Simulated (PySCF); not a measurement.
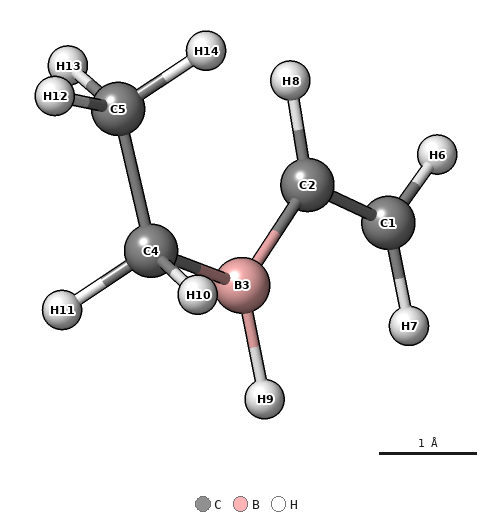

Figure 1. The structure (ball-and-stick view, seen at a tilt; atoms are numbered from 1 in the order of the input). Bond lengths as drawn: B–C 1.55 to 1.57 Å, B–H 1.22 Å, C–C 1.35 to 1.52 Å and C–H 1.10 to 1.11 Å.

# Two runs on C4H9B

System: C4H9B.
Method of run 1: GIAO PBE0/6-31G* NMR shielding, non-relativistic, gas phase (PySCF 2.14.0).

The geometry comes from this level: PBE0-D3(BJ)/def2-SVP. Text and figures count atoms from 1; the logs count them from 0 in places.

The input, run 1:
```
{"job": {"kind": "nmr", "xc": "PBE0", "basis": "6-31G*", "pop": true}, "charge": 0, "multiplicity": 1}
C      2.475479    -0.322952     1.157463
C      1.325050     0.064899     0.578406
B      0.016083    -0.739778     0.781334
C     -1.381940    -0.339033     0.200133
C     -1.476775     0.895297    -0.687109
H      3.416987     0.227846     1.045452
H      2.511520    -1.224589     1.779513
H      1.346682     0.976112    -0.033678
H      0.088735    -1.749677     1.456316
H     -2.050869    -0.244733     1.080544
H     -1.789222    -1.232584    -0.312876
H     -2.506105     1.088365    -1.027365
H     -0.850208     0.793112    -1.587529
H     -1.133881     1.799162    -0.158857
```

The first line tells a small driver script what to run in PySCF; the rest is the geometry in Å.

Launched with:
```bash
OMP_NUM_THREADS=1 python <driver script> task.json out
```

Hardware: 1 CPU thread, shared host.

Output (run 1):
```
coarse grid: 11016 points
cycle   1  E = -182.4121567529  dE =  1.988e-01  |g| = 4.183e-01  |ddm| = 3.121e+00
cycle   2  E = -182.3996212765  dE =  1.254e-02  |g| = 4.730e-01  |ddm| = 9.130e-01
cycle   3  E = -182.4602125114  dE = -6.059e-02  |g| = 8.979e-02  |ddm| = 5.366e-01
cycle   4  E = -182.4622407494  dE = -2.028e-03  |g| = 2.665e-02  |ddm| = 9.154e-02
cycle   5  E = -182.4624261270  dE = -1.854e-04  |g| = 5.779e-03  |ddm| = 2.542e-02
cycle   6  E = -182.4624354665  dE = -9.340e-06  |g| = 1.210e-03  |ddm| = 6.919e-03
final grid: 104392 points
cycle   7  E = -182.4202532981  dE = -1.958e-05  |g| = 7.336e-03  |ddm| = 1.914e-02
cycle   8  E = -182.4202508402  dE =  2.458e-06  |g| = 8.098e-03  |ddm| = 1.459e-02
cycle   9  E = -182.4202682163  dE = -1.738e-05  |g| = 4.390e-04  |ddm| = 7.261e-03
cycle  10  E = -182.4202682593  dE = -4.296e-08  |g| = 2.151e-04  |ddm| = 5.882e-04
cycle  11  E = -182.4202682711  dE = -1.182e-08  |g| = 5.980e-05  |ddm| = 2.217e-04
cycle  12  E = -182.4202682720  dE = -9.033e-10  |g| = 1.511e-05  |ddm| = 6.138e-05
converged SCF energy = -182.4202682720

GIAO shielding tensors (ppm)
atom      isotropic    diamagn.    paramagn.     s11        s22        s33       span
  0 C       45.595     256.574    -210.979    -63.496     38.289    161.991    225.487
  1 C       59.400     252.738    -193.339    -55.371     43.039    190.531    245.902
  2 B       42.334     194.697    -152.363    -18.828     28.343    117.486    136.314
  3 C      172.503     244.282     -71.778    146.606    181.197    189.707     43.101
  4 C      182.715     247.282     -64.567    176.526    180.413    191.206     14.680
  5 H       25.138      28.931      -3.793     22.080     25.253     28.081      6.001
  6 H       25.284      30.062      -4.779     22.058     25.291     28.501      6.443
  7 H       24.704      31.451      -6.747     19.903     24.270     29.940     10.038
  8 H       25.039      30.949      -5.910     20.474     26.751     27.891      7.416
  9 H       30.479      28.669       1.811     25.769     29.750     35.918     10.149
 10 H       30.286      28.948       1.338     25.556     29.615     35.688     10.132
 11 H       30.895      29.233       1.662     26.167     29.481     37.035     10.868
 12 H       30.738      30.546       0.192     27.369     28.742     36.103      8.735
 13 H       30.687      30.392       0.295     27.195     28.875     35.993      8.798
```

The input of run 2 differs as follows (lines with − go, lines with + come):
```diff
-"basis": "6-31G*"
+"basis": "cc-pVDZ"
```

What does this change do to the results?

The total energy of run 2 is 8.6 kcal/mol lower, which measures the change of basis and not a stability. The HOMO goes from −7.95 to −8.10 eV. The LUMO goes from −1.33 to −1.53 eV. Of all shieldings, the largest change is that of C2, by −3.3 ppm. The number of SCF iterations is the same. The basis functions go from 88 to 115.

Output (run 2):
```
coarse grid: 11016 points
cycle   1  E = -182.3806674436  dE =  2.302e-01  |g| = 3.894e-01  |ddm| = 6.685e+00
cycle   2  E = -182.3666131970  dE =  1.405e-02  |g| = 4.561e-01  |ddm| = 1.666e+00
cycle   3  E = -182.4235472780  dE = -5.693e-02  |g| = 8.414e-02  |ddm| = 8.318e-01
cycle   4  E = -182.4253076625  dE = -1.760e-03  |g| = 2.771e-02  |ddm| = 1.499e-01
cycle   5  E = -182.4255102097  dE = -2.025e-04  |g| = 5.638e-03  |ddm| = 4.602e-02
cycle   6  E = -182.4255191750  dE = -8.965e-06  |g| = 1.273e-03  |ddm| = 1.196e-02
final grid: 104392 points
cycle   7  E = -182.4339621369  dE = -1.859e-05  |g| = 7.659e-03  |ddm| = 5.535e-02
cycle   8  E = -182.4339586060  dE =  3.531e-06  |g| = 8.568e-03  |ddm| = 2.892e-02
cycle   9  E = -182.4339783178  dE = -1.971e-05  |g| = 3.960e-04  |ddm| = 1.513e-02
cycle  10  E = -182.4339783571  dE = -3.929e-08  |g| = 1.539e-04  |ddm| = 9.679e-04
cycle  11  E = -182.4339783628  dE = -5.676e-09  |g| = 6.189e-05  |ddm| = 2.840e-04
cycle  12  E = -182.4339783638  dE = -9.609e-10  |g| = 1.622e-05  |ddm| = 1.019e-04
converged SCF energy = -182.4339783638

GIAO shielding tensors (ppm)
atom      isotropic    diamagn.    paramagn.     s11        s22        s33       span
  0 C       43.334     253.847    -210.513    -69.613     34.223    165.392    235.004
  1 C       56.059     250.887    -194.828    -62.947     38.403    192.720    255.668
  2 B       39.779     201.292    -161.513    -23.312     25.943    116.706    140.018
  3 C      172.257     242.821     -70.565    144.668    182.542    189.559     44.891
  4 C      184.661     245.525     -60.864    178.387    181.795    193.801     15.414
  5 H       24.320      28.890      -4.570     20.913     24.497     27.549      6.636
  6 H       24.577      30.351      -5.773     20.973     24.742     28.016      7.043
  7 H       24.022      32.975      -8.953     18.562     24.070     29.434     10.873
  8 H       24.440      31.804      -7.365     19.809     26.170     27.340      7.531
  9 H       29.801      28.397       1.404     25.245     28.873     35.285     10.040
 10 H       29.608      29.039       0.569     25.040     28.744     35.040     10.001
 11 H       30.279      27.915       2.364     25.684     28.632     36.522     10.838
 12 H       30.195      31.511      -1.316     26.891     28.054     35.640      8.749
 13 H       30.143      31.009      -0.866     26.711     28.182     35.535      8.824
```

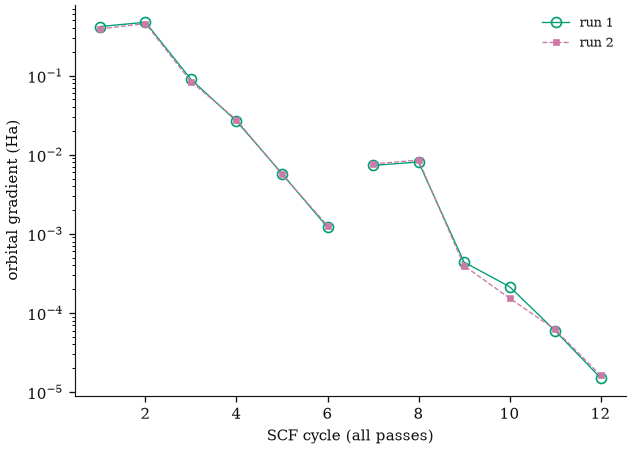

Figure 2. Convergence of the two runs: orbital gradient against the SCF cycle. A break in a curve parts two SCF passes (coarse and final grid). Run 1 takes 12 cycles in all, and run 2 takes 12.

The two runs side by side:

| quantity | run 1 | run 2 |
| --- | --- | --- |
| outcome | converged | converged |
| total energy (hartree) | −182.420268 | −182.433978 |
| HOMO (eV) | −7.95 | −8.10 |
| LUMO (eV) | −1.33 | −1.53 |
| dipole moment (D) | 0.63 | 0.61 |
| shielding of C1 (ppm) | 45.6 | 43.3 |
| shielding of C2 (ppm) | 59.4 | 56.1 |
| shielding of B3 (ppm) | 42.3 | 39.8 |
| shielding of C5 (ppm) | 182.7 | 184.7 |
| shielding of H6 (ppm) | 25.1 | 24.3 |
| shielding of H7 (ppm) | 25.3 | 24.6 |
| shielding of H8 (ppm) | 24.7 | 24.0 |
| SCF iterations | 12 | 12 |
| basis functions | 88 | 115 |
| wall time (shared host) | 12 s | 16 s |
